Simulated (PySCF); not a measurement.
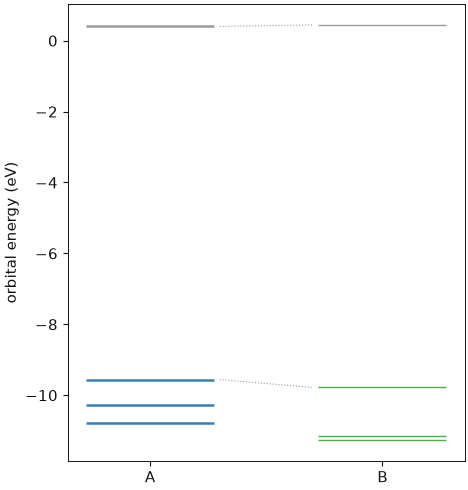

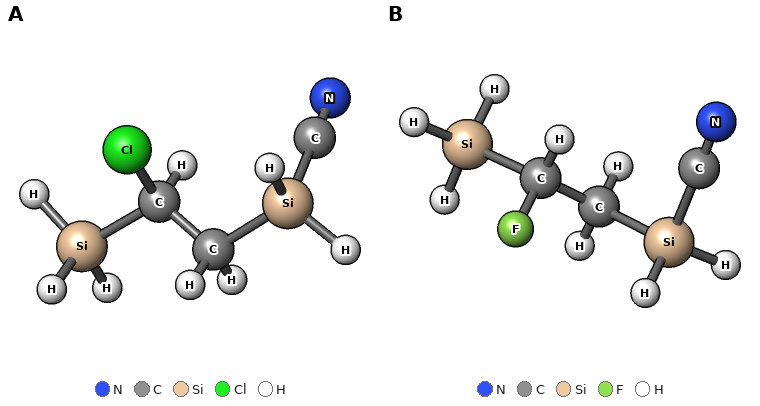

Related molecules: A is C₃H₈ClNSi₂, SMILES N#C[SiH2]C[C@@H]([SiH3])Cl; B is C₃H₈FNSi₂, SMILES N#C[SiH2]C[C@H](F)[SiH3]. Frontier orbital energies, CAM-B3LYP/def2-SVPD with PySCF, at a GFN2-xTB geometry (no frequency check); drawn are at most three filled levels and, in grey, the LUMO with any level within 0.03 eV of it; dotted lines join the HOMOs and the LUMOs.

What does the change do to the frontier levels?

Answer. From A to B the HOMO falls by 0.22 eV and the LUMO hardly moves, so the separation goes from 9.96 to 10.23 eV.

Caveats, for all or some of the runs: empty levels above zero depend strongly on the basis; one conformer of a flexible molecule; the tight-binding geometry is rougher than a DFT one and adds to the error.
